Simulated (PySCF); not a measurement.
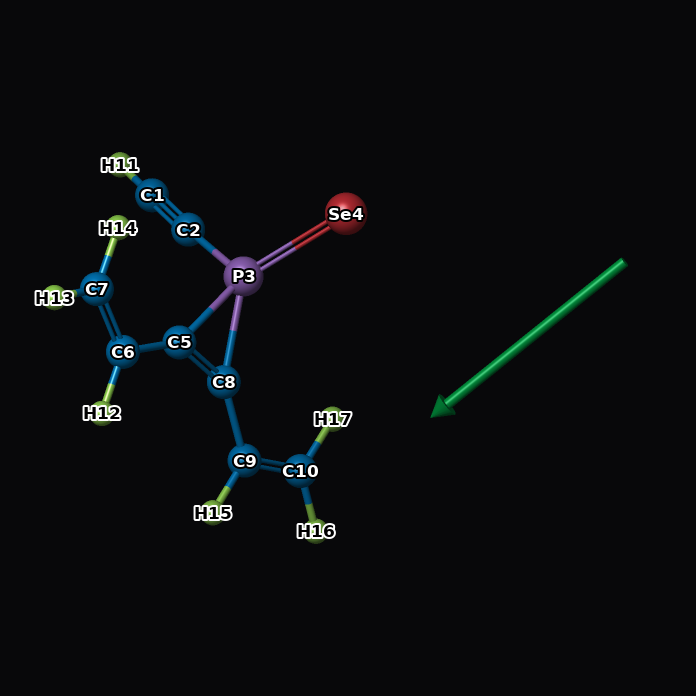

The arrow beside the molecule shows the direction of the dipole moment, from the negative to the positive end (its length means nothing). The geometry was computed by an optimisation with PBE0-D3(BJ)/def2-SVP. No frequency run is at hand to confirm it as a minimum. Properties computed with PBE0/def2-SVPD, gas phase (PySCF 2.14.0).

How large is the dipole moment?

Answer. 4.88 D; it points from the side of Se4 to the side of H12, H15 (the outermost atoms at the two ends).
